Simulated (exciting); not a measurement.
Consider BaLiF3, space group Pm-3m.

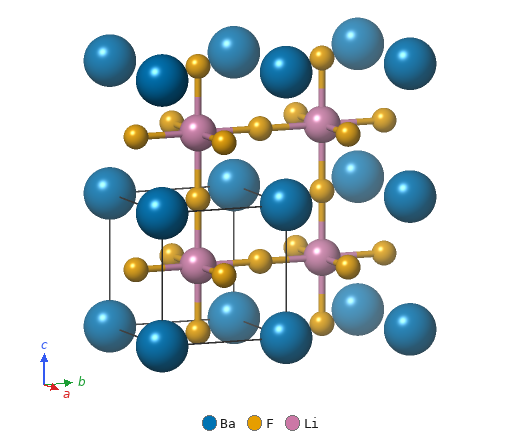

The structure (barium blue, fluorine orange, lithium pink). 1×2×2 cells are drawn. Some periodic images of atoms are drawn too.

```xyz
5
Lattice="3.9886 0.0000 0.0000 0.0000 3.9886 0.0000 0.0000 0.0000 3.9886" Properties=species:S:1:pos:R:3 pbc="T T T"
Ba    0.0000    0.0000    0.0000
F     1.9943    0.0000    1.9943
F     1.9943    1.9943    0.0000
F     0.0000    1.9943    1.9943
Li    1.9943    1.9943    1.9943
```

Absorber: atom 1, with 12 F at 2.82 Å (cuboctahedral, site symmetry m-3m). Method: exciting, all-electron LAPW+lo, LDA, exchange and screened direct term (singlet BSE), 3×3×3 shifted k points, 36 conduction bands, |G+q| up to 3 bohr⁻¹ (2 in the exchange term), full RPA screening with nempty = 60, Lorentzian half width 1.66 eV.

What does the Ba L₃ spectrum look like, and is there a bound core exciton?

Bound core exciton? Yes on this mesh: the first bright state (over 5 % of the brightest) lies at -2.55 eV from the Kohn–Sham onset and at -3.02 eV from the lowest bare transition of its own mesh; weaker or dark states reach down to -9.12 eV. Maxima (height): -1.9 eV (1.00) and 16.8 eV (0.22).

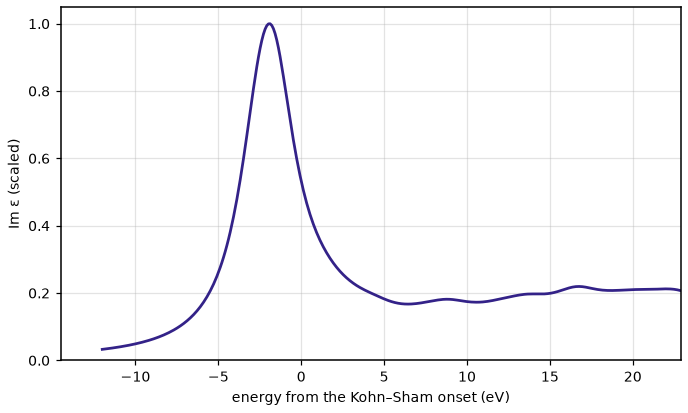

Energy from the Kohn–Sham onset, core level to the lowest empty state found on the meshes used; Im ε in relative units.

Binding energies aren't converged on 27 k points, and fine structure above the first lines is partly noise of the mesh. Exchange and the short-range direct term aren't converged in the kernel cutoff. The zero comes from the unshifted 4×4×4 ground-state mesh; it is exact only where the band minimum lies on that mesh. The conduction states carry no spin here, so the exchange coupling to the spinor core hole is only partly held. This core level is treated alone, with no coupling to its spin–orbit partner. The structure is a Materials Project entry, computed there, and may be a hypothetical form.

[Banner, clock and machine lines of the logs are left out without a mark of their own.]

[Logs are printed without paths, hosts, clocks, repeated set-up lines and the standing remarks that a program may print on its own settings, such as how far it seeks lower states.]

[Hosts, paths, dates, database ids (printed as entryN), source tags and the programs' standing remarks are cut or masked in the printed files.]
